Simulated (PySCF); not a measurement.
# C4H12Sn, SMILES `C[Sn](C)(C)C`: electronic structure

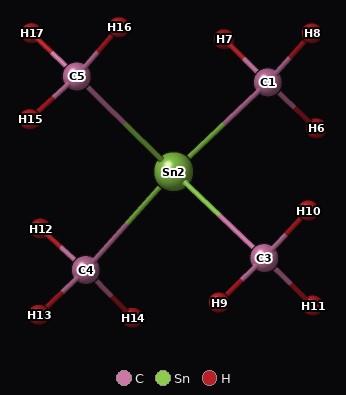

The molecule, with its atoms numbered as below. No frequency check shows the geometry to be a minimum.

Coordinates in Å:

```
C1      -1.2795   -1.6052   -0.7750
Sn2     -0.0001   -0.0001    0.0001
C3      -1.2545    1.6086    0.8081
C4       1.2472    0.7901   -1.6235
C5       1.2875   -0.7932    1.5897
H6      -1.9226   -1.2300   -1.5635
H7      -0.6754   -2.4092   -1.1802
H8      -1.9025   -2.0083    0.0133
H9      -0.6379    2.4111    1.1972
H10     -1.8775    1.2351    1.6133
H11     -1.8976    2.0129    0.0362
H12      1.8739    0.0094   -2.0354
H13      1.8861    1.5861   -1.2576
H14      0.6266    1.1882   -2.4187
H15      1.9269   -0.0141    1.9850
H16      0.6870   -1.1897    2.4011
H17      1.9144   -1.5908    1.2073
```

## 1. Bonding charge

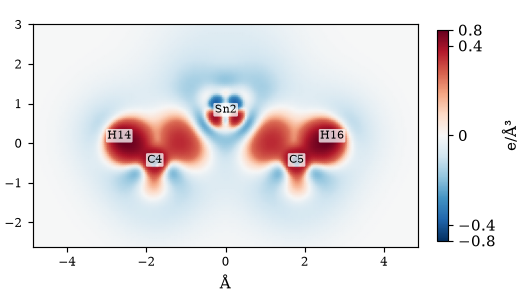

Deformation density (molecule less spherical, spin-averaged free atoms) in the plane of Sn2, C4, C5, H14 and H16; colour scale in e/Å³, logarithmic beyond ±0.1; red: gain, blue: loss.

Method: ωB97X/def2-TZVP; geometry: GFN2-xTB; program: PySCF. Core potentials replace the inner electrons of Sn; spin–orbit coupling isn't included.

Question: Describe the bonding that the map shows.

Answer: C4–H14 and C5–H16: +0.71 e/Å³ at the bond critical point (bond length 1.08 Å, Mayer order 1.0). Sn2–C5 and Sn2–C4: +0.16 e/Å³ at the bond critical point (bond length 2.19 Å, Mayer order 0.9). In all, 3.9 electrons gather in the regions of gain relative to the promolecule.

Question: Where do the Hirshfeld charges lie?

Answer: The highest Hirshfeld charge is on Sn2 (+0.58 e), the lowest on C1, C3, C4 and C5 (−0.25 e).

## 2. Bond critical points

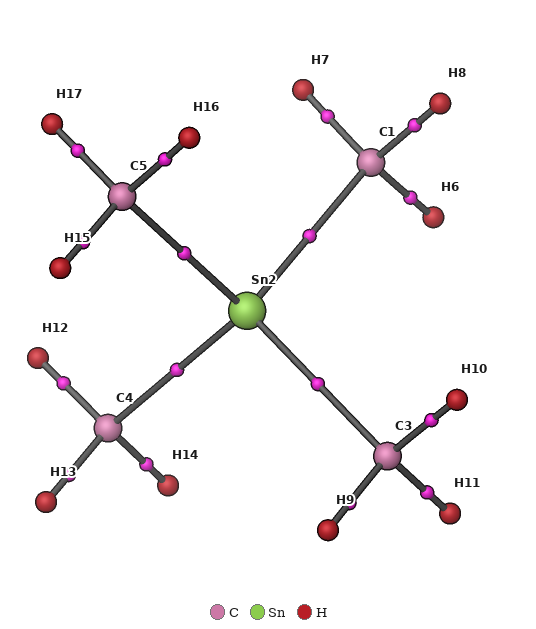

Molecular graph of the electron density (QTAIM): bond paths, bond critical points (magenta), ring points (cyan, if any); weak paths are dashed.

Question: How many critical points of each kind are there, and does the count close?

Answer: 17 nuclei, 16 bond, 0 ring and 0 cage critical points: 17 − 16 + 0 − 0 = 1, as the Poincaré–Hopf relation requires.

Question: What does the calculation give at each kind of bond critical point?

Answer:
```tsv
bond	length (Å)	ρ (a.u.)	∇²ρ (a.u.)	ε	H (a.u.)
C1–H8 (12 alike)	1.083	0.278	−0.94	0.02	−0.283
Sn2–C5 (4 alike)	2.194	0.099	+0.10	0.00	−0.038
```

Question: What kind of interaction is C1–H8?

Answer: Shared-shell (covalent): ρ = 0.278, ∇²ρ = −0.94, H = −0.283 a.u.

## 3. Electrostatic potential

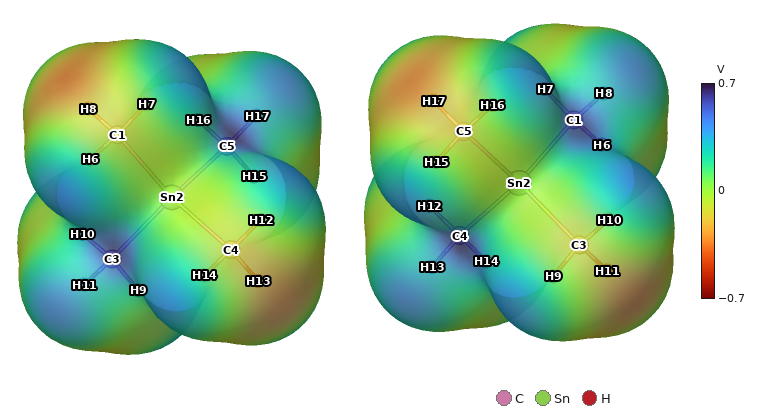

Electrostatic potential on the surface of electron density 0.001 a.u. (back view left, front view right).

Question: Where are the extremes of the potential on the surface?

Answer: Highest: 0.65 V, near H7 (2.12 Å), H17 (2.13 Å), H12 (2.16 Å) and Sn2 (2.26 Å), and at like points elsewhere. Further maxima include 0.41 V, 1.4 Å from H7. Lowest: −0.33 V, near H9 (1.87 Å), H10 (1.94 Å), H11 (1.95 Å) and C3 (2.00 Å), and at like points elsewhere. The surface is sampled at points, so like sites can differ by a few per cent and only the strongest of them is named.

Question: What volume does the surface enclose, and what is the dipole moment?

Answer: About 168 Å³; the dipole moment is 0.0 D.

## 4. In an electric field

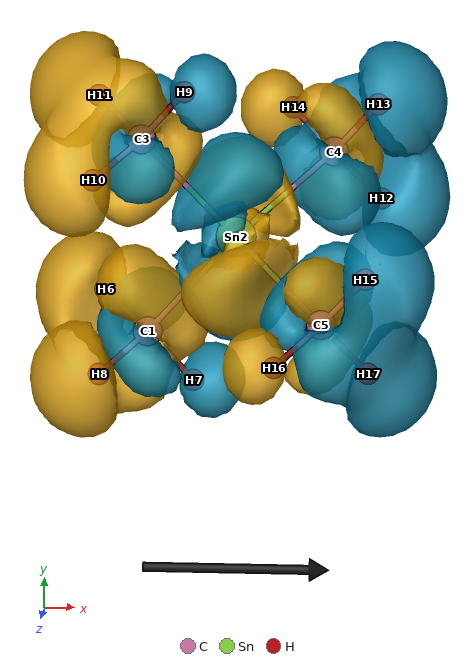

Change of the electron density in a uniform field of 0.10 V/Å along +x (arrow), surfaces at ±0.0006 e/Å³ (yellow: gain, teal: loss).

Level of theory: LDA (SVWN)/def2-SVP (PySCF), at a geometry from GFN2-xTB. Core potentials replace the inner electrons of Sn; spin–orbit coupling isn't included. A basis without diffuse functions makes polarisabilities too small.

The field was applied in both directions; the picture shows the one opposite to the script's first.

Question: How large is the response?

Answer: The induced dipole is 0.42 D (along the field); α along this axis, from the fields in both directions, is 83 bohr³ (12.3 Å³).

## 5. Removing or adding an electron

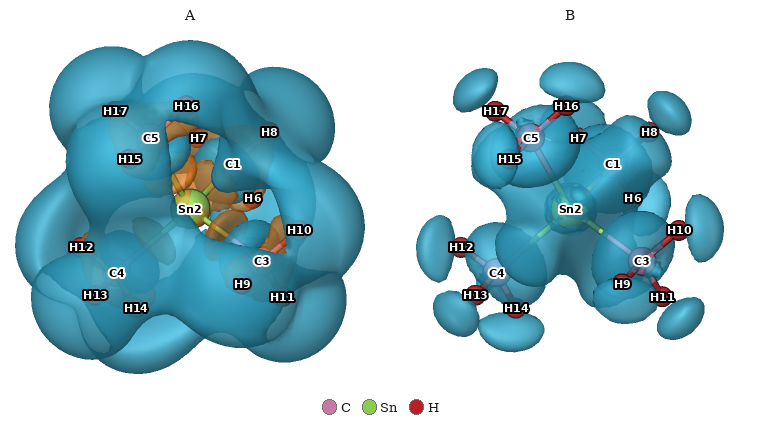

The Fukui function f⁺ from two separate SCF calculations and the density of the LUMO, at ±0.004 e/Å³ (light blue positive, orange negative).

Method: LDA (SVWN)/def2-SVP; geometry: GFN2-xTB; program: PySCF. Core potentials replace the inner electrons of Sn; spin–orbit coupling isn't included.

Question: Which panel is which, and how good is the frozen-orbital picture?

Answer: A is f⁺ (it has negative regions), B the LUMO density. The LUMO lies on Sn2 (21 %) and C1, C3, C4 and C5 (10 % each); f⁺ (Hirshfeld-condensed) is largest on Sn2 (0.12); the vertical electron affinity is −2.02 eV (the stability of the anion's solution wasn't checked; negative, but this basis has no diffuse functions, so it doesn't show that the anion is unbound). Relaxation shifts 30 % of the electron between atoms. The orbital energy is 0.06 eV.
